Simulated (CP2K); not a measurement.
# GaClF (SMILES [F][Ga][Cl]) at 3 levels

Aim: a comparison of 3 runs (PM3, PM6, GFN1-xTB) of GaClF. 

The results are computed with CP2K 2026.2.

6 further runs of the same task are left out: 4 that didn't finish, 2 set aside as unsound or not needed.

## (1) Starting point

GaClF: 3 atoms, total charge 0, spin state doublet. As SMILES, `[F][Ga][Cl]`. One bond was lengthened or shortened from a relaxed shape.

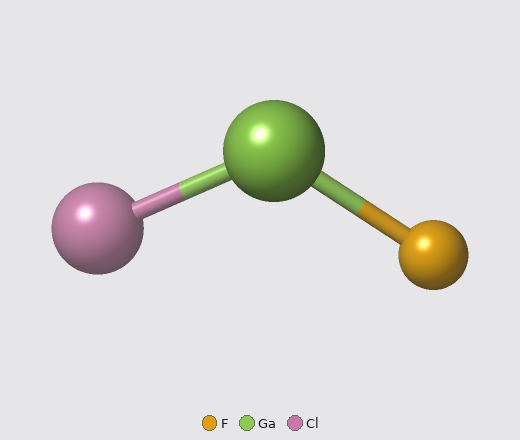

The structure, seen from a chosen angle (fluorine amber, gallium green, chlorine pink).

## (2) The energy at PM3 (run 1)

The input, molecule.pdb:

```
HETATM    1 F    MOL A   1      -1.644   0.243  -0.885  1.00  0.00           F
HETATM    2 Ga   MOL A   1       0.066   0.650   0.112  1.00  0.00          GA
HETATM    3 Cl   MOL A   1       1.344  -1.010   0.629  1.00  0.00          CL
END
```

The input, job.inp:

```
&global
 project job
 run_type ENERGY
 print_level MEDIUM
&end global

&force_eval
 method QS
 &dft
  charge 0
  multiplicity 2
  uks T
  &qs
   method PM3
   eps_default 1.0E-10
   &se
    &coulomb
     cutoff [angstrom] 50
     rc_range [angstrom] 0
    &end coulomb
    &exchange
     cutoff [angstrom] 50
     rc_range [angstrom] 0
    &end exchange
   &end se
  &end qs
  &poisson
   periodic NONE
   poisson_solver ANALYTIC
  &end poisson
  ! SCF settings
  &scf
   scf_guess ATOMIC
   eps_scf 1.0E-07
   max_scf 150
   added_mos 8
   &diagonalization
    algorithm STANDARD
   &end diagonalization
   &mixing
    method DIRECT_P_MIXING
    alpha 0.4
   &end mixing
  &end scf
  ! extra output
  &print
   &moments
    periodic F
    reference COM
    max_moment 1
   &end moments
   &mo ON
    energies T
    occupation_numbers T
    ndigits 6
    &each
     qs_scf 0
    &end each
    add_last NUMERIC
   &end mo
   &hirshfeld OFF
   &end hirshfeld
  &end print
 &end dft
 ! atoms, cell and kinds
 &subsys
  &cell
   abc [angstrom] 19 17.7 17.5
   periodic NONE
  &end cell
  &topology
   coord_file_name molecule.pdb
   coord_file_format PDB
   conn_file_format OFF
   &center_coordinates
   &end center_coordinates
  &end topology
 &end subsys
&end force_eval
```

The run is started by

```
OMP_NUM_THREADS=1 cp2k.psmp -i job.inp > job.out 2>&1
```

Output:

```text
CP2K| version string:                                       CP2K version 2026.2
[...]
 GLOBAL| Method name                                                        CP2K
[...]
 GLOBAL| Run type                                                         ENERGY
[...]
 *** WARNING in qs_environment.F:2191 :: More ADDED_MOs requested for beta ***
 *** spin than available.                                                  ***
 *** WARNING in qs_environment.F:2210 :: More added MOs requested than     ***
 *** available. The full set of unoccupied MOs will be used. Use           ***
 *** 'ADDED_MOS -1' to always use all available MOs and to get rid of this ***
[...]
                             - Atoms:                                          3
[...]
                             - Spherical basis functions:                     12
[...]
 Number of electrons:                                                          9
[...]
     1 P_Mix/Diag. 0.40E+00    0.0     0.58433903       -28.5345031034 -2.85E+01
[...]
    35 DIIS/Diag.  0.95E-07    0.0     0.00000009       -30.0340782898 -1.24E-13
  *** SCF run converged in    35 steps ***
  Core-core repulsion energy [eV]:                            428.54370935052162
  Core Hamiltonian energy [eV]:                             -1357.65399359032244
  Two-electron integral energy [eV]:                          223.68290223850383
  Electronic energy [eV]:                                   -1245.81254247107063
  Total energy [eV]:                                         -817.26883312054883
  Atomic reference energy [eV]:                               814.95242733903888
  Heat of formation [kcal/mol]:                               -53.41759055486290
[...]
 SE_DIPOLE| Moment [Debye]         -2.53139062      -2.27705787      -1.67039304
 SE_DIPOLE| Derivative [a.u.]       0.00000000       0.00000000       0.00000000
 ENERGY| Total FORCE_EVAL ( QS ) energy [hartree]            -30.034078289760942
[...]
```

It took 0.32 s on 1 thread of Arm Neoverse V1, shared host; peak memory 0.14 GiB.

## (3) The energy at PM6 (run 2)

molecule.pdb is that of step 2.

The input, run.inp:

```
&GLOBAL
 PROJECT run
 RUN_TYPE ENERGY
 PRINT_LEVEL MEDIUM
&END GLOBAL

&FORCE_EVAL
 METHOD QS
 &DFT
  MULTIPLICITY 2
  UKS T
  &QS
   METHOD PM6
   EPS_DEFAULT 1.0E-10
   &SE
    &COULOMB
     CUTOFF [angstrom] 50
     RC_RANGE [angstrom] 0
    &END COULOMB
    &EXCHANGE
     CUTOFF [angstrom] 50
     RC_RANGE [angstrom] 0
    &END EXCHANGE
   &END SE
  &END QS
  &POISSON
   PERIODIC NONE
   POISSON_SOLVER ANALYTIC
  &END POISSON
  &SCF
   SCF_GUESS ATOMIC
   EPS_SCF 1.0E-07
   MAX_SCF 150
   &DIAGONALIZATION
    ALGORITHM STANDARD
   &END DIAGONALIZATION
   &MIXING
    METHOD DIRECT_P_MIXING
    ALPHA 0.4
   &END MIXING
  &END SCF
  &PRINT
   &MOMENTS
    PERIODIC F
    REFERENCE COM
    MAX_MOMENT 1
   &END MOMENTS
   &MO ON
    ENERGIES T
    OCCUPATION_NUMBERS T
    NDIGITS 6
    &EACH
     QS_SCF 0
    &END EACH
    ADD_LAST NUMERIC
   &END MO
   &HIRSHFELD OFF
   &END HIRSHFELD
  &END PRINT
 &END DFT
 &SUBSYS
  &CELL
   ABC 11 9.7 9.5
   PERIODIC NONE
  &END CELL
  &TOPOLOGY
   COORD_FILE_NAME molecule.pdb
   COORD_FILE_FORMAT PDB
   CONN_FILE_FORMAT OFF
   &CENTER_COORDINATES
   &END CENTER_COORDINATES
  &END TOPOLOGY
 &END SUBSYS
&END FORCE_EVAL
```

The run is started by

```
OMP_NUM_THREADS=1 cp2k.psmp run.inp > run.out
```

Output:

```text
CP2K| version string:                                       CP2K version 2026.2
[...]
 GLOBAL| Method name                                                        CP2K
[...]
 GLOBAL| Run type                                                         ENERGY
[...]
                             - Atoms:                                          3
[...]
                             - Spherical basis functions:                     17
[...]
 Number of electrons:                                                          9
[...]
     1 P_Mix/Diag. 0.40E+00    0.0     0.61544286       -27.2352984535 -2.72E+01
[...]
    24 DIIS/Diag.  0.38E-07    0.0     0.00000008       -28.8736164281 -7.11E-15
  *** SCF run converged in    24 steps ***
  Core-core repulsion energy [eV]:                            436.97029870527894
  Core Hamiltonian energy [eV]:                             -1294.08908361369936
  Two-electron integral energy [eV]:                          142.85544991511821
  Electronic energy [eV]:                                   -1222.66135865614024
  Total energy [eV]:                                         -785.69105995086124
  Atomic reference energy [eV]:                               783.16586333903911
  Heat of formation [kcal/mol]:                               -58.23242186561782
[...]
 SE_DIPOLE| Moment [Debye]         -1.81923902      -1.62692678      -1.19935745
 SE_DIPOLE| Derivative [a.u.]       0.00000000       0.00000000       0.00000000
 ENERGY| Total FORCE_EVAL ( QS ) energy [hartree]            -28.873616428058188
[...]
```

Run time: 0.3 s. Hardware: 1 thread of Arm Neoverse V1, shared host; peak memory 0.14 GiB.

## (4) A single-point energy at GFN1-xTB (run 3)

The input, molecule.xyz:

```xyz
3

F     -1.644195     0.242852    -0.884833
Ga     0.066400     0.649600     0.112200
Cl     1.343900    -1.010300     0.629300
```

The input, molecule.inp:

```
&GLOBAL
  PROJECT molecule
  RUN_TYPE ENERGY
  PRINT_LEVEL MEDIUM
&END GLOBAL

&FORCE_EVAL
  METHOD QUICKSTEP
  &DFT
    MULTIPLICITY 2
    UKS T
    ! Quickstep
    &QS
      METHOD XTB
      EPS_DEFAULT 1.0E-10
      &XTB
        GFN_TYPE 1
        CHECK_ATOMIC_CHARGES F
      &END XTB
    &END QS
    ! isolated system
    &POISSON
      PERIODIC NONE
      POISSON_SOLVER ANALYTIC
    &END POISSON
    &SCF
      SCF_GUESS ATOMIC
      EPS_SCF 1.0E-06
      MAX_SCF 40
      &OT
        MINIMIZER DIIS
        PRECONDITIONER FULL_SINGLE_INVERSE
      &END OT
      &OUTER_SCF
        EPS_SCF 1.0E-06
        MAX_SCF 5
      &END OUTER_SCF
    &END SCF
    &PRINT
      &MOMENTS
        PERIODIC F
        REFERENCE COM
        MAX_MOMENT 1
      &END MOMENTS
      &MO_CUBES
        NLUMO 3
        NHOMO -1
        WRITE_CUBE F
      &END MO_CUBES
      &HIRSHFELD OFF
      &END HIRSHFELD
    &END PRINT
  &END DFT
  &SUBSYS
    &CELL
      ABC 19 17.7 17.5
      PERIODIC NONE
    &END CELL
    &TOPOLOGY
      COORD_FILE_NAME molecule.xyz
      COORD_FILE_FORMAT XYZ
      &CENTER_COORDINATES
      &END CENTER_COORDINATES
    &END TOPOLOGY
  &END SUBSYS
&END FORCE_EVAL
```

The run is started by

```
OMP_NUM_THREADS=1 cp2k.psmp -i molecule.inp > molecule.out 2>&1
```

Output:

```text
CP2K| version string:                                       CP2K version 2026.2
[...]
 GLOBAL| Method name                                                        CP2K
[...]
 GLOBAL| Run type                                                         ENERGY
[...]
                             - Atoms:                                          3
[...]
                             - Spherical basis functions:                     22
[...]
 Number of electrons:                                                          9
[...]
     1 OT DIIS     0.80E-01    0.0     0.05395842       -10.6827833961 -1.07E+01
[...]
    16 OT DIIS     0.80E-01    0.0     0.00000080       -10.7653020489 -3.29E-10
  *** SCF run converged in    16 steps ***
[...]
 TB_DIPOLE| Moment [Debye]          2.44575737       1.53063738       1.53548358
 TB_DIPOLE| Derivative [a.u.]       0.00000000       0.00000000       0.00000000
[...]
 ENERGY| Total FORCE_EVAL ( QS ) energy [hartree]            -10.765302048890737
[...]
```

Run time: 0.67 s. Hardware: 1 thread of Arm Neoverse V1, shared host; peak memory 0.15 GiB.

## (5) All runs side by side

| run | level | cell | vacuum round the molecule | energy (Eh) | dipole moment (D) | HOMO energy (eV) | heat of formation (kcal/mol) | wall time |
| --- | --- | --- | --- | --- | --- | --- | --- | --- |
| 1 | PM3 | (19, 17.7, 17.5) | 8 | -30.034078 | 3.79 | -10.66 | -53.4 | 0.32 s |
| 2 | PM6 | (11, 9.7, 9.5) | 4 | -28.873616 | 2.72 | -10.76 | -58.2 | 0.3 s |
| 3 | GFN1-xTB | (19, 17.7, 17.5) | 8 | -10.765302 | 3.27 | -10.68 | – | 0.67 s |

## (6) Results

| quantity | value |
| --- | --- |
| run 3: total energy | -10.76530 Eh |
| run 3: dipole moment (from atomic charges alone) | 3.27 D |
| run 3: HOMO energy (highest over α and β) | -10.68 eV |
| run 3: dispersion energy | -1.53 kJ/mol |

In words: The dipole moment (its size) runs from 2.72 D (PM6) to 3.79 D (PM3). Some of these are taken from atomic charges alone. Force-field and semi-empirical energies have zeros of their own, so their totals don't compare. All runs together took 1.3 s, the longest 0.67 s.
